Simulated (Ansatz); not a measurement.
## Electronic structure of H$_{6}$NSbSi (SMILES N[SiH2][SbH2]) in real space

```xyz
9

N    -2.8760   -0.1112   -1.3432
Sb   -0.4206    1.1495    0.9471
Si   -2.4859    1.4019   -0.5915
H    -3.7545   -0.2050   -1.8466
H    -2.1421   -0.6371   -1.8084
H    -2.1644    2.5518   -1.5088
H    -3.6721    1.8219    0.2154
H     0.4540    0.4870   -0.3786
H    -0.9495   -0.4173    1.4100
```

Geometry: r2SCAN-D4/def2-SVP; core potentials replace the inner electrons of Sb.

These are results of isolated molecule in a Gaussian basis; Kohn-Sham density functional theory, functional PBE0 (Ansatz 0.2.0), not measurements.

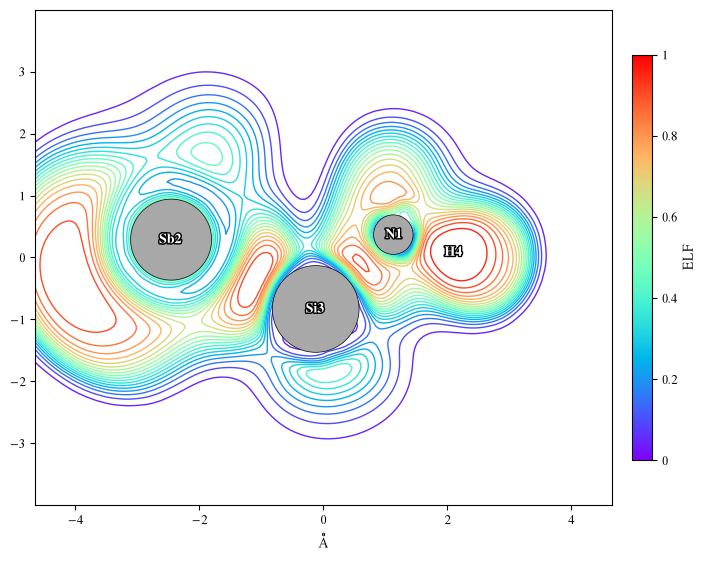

Figure 1. ELF on the plane of atoms N1, Si3 and Sb2. Grey discs cover the atomic cores.

### What do the fields say about this system?

The plane passes through N, Sb, Si and H nuclei.
Si–N (1.73 Å): the ELF peaks at about 0.90 between the atoms (a shared but strongly polarised pair).
Si–Sb (2.59 Å): the ELF peaks at about 0.95 between the atoms; localised, covalent bonding.
N–H (1.02 Å): the ELF climbs to about 1 towards the hydrogen, as it does in any bond to H (a covalent bond by its length).

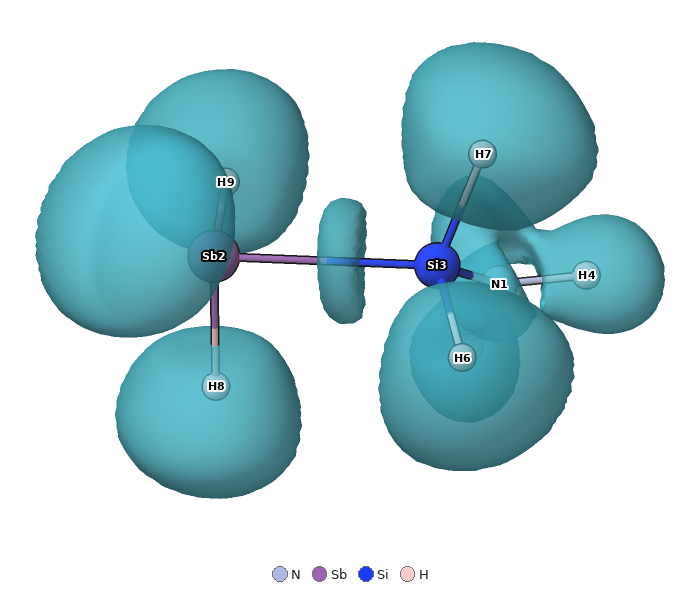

Figure 2. Isosurface of the electron localisation function at 0.8 (cyan), seen from one side. Core shells and regions of very low density are left out.

### Identify the bonds, lone pairs and shells in this picture.

At this value the surface marks out one region between bonded Sb–Si atoms (shared pairs), four regions around hydrogen nuclei, one lobe on Sb, pointing away from the bonds (lone pairs) and one joined region spread over several atoms (H, N), in which their bonds and any lone pairs are merged.

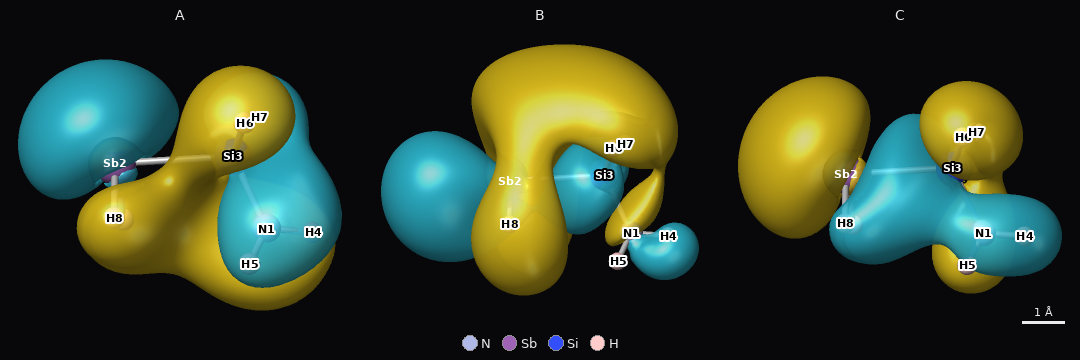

Figure 3. Three frontier orbitals at ±0.04 Å⁻³ᐟ² (yellow and cyan are the two phases), in no order.

### Order the three orbitals by energy and name them.

A is the HOMO−1 (−7.74 eV). By Hirshfeld shares it lies mainly on N1 (about 45 %), Sb2 (about 25 %) and Si3 (about 10 %). C is the HOMO (−6.94 eV). Its weight (Hirshfeld) is mainly on Sb2 (about 50 %), Si3 (about 20 %), N1 (about 15 %) and H6 (about 5 %). B is the LUMO (−0.35 eV). Its weight (Hirshfeld) is mainly on Sb2 (about 55 %), Si3 (about 20 %) and H8 (about 10 %).

### What is the HOMO–LUMO gap?

6.59 eV between the orbital energies.
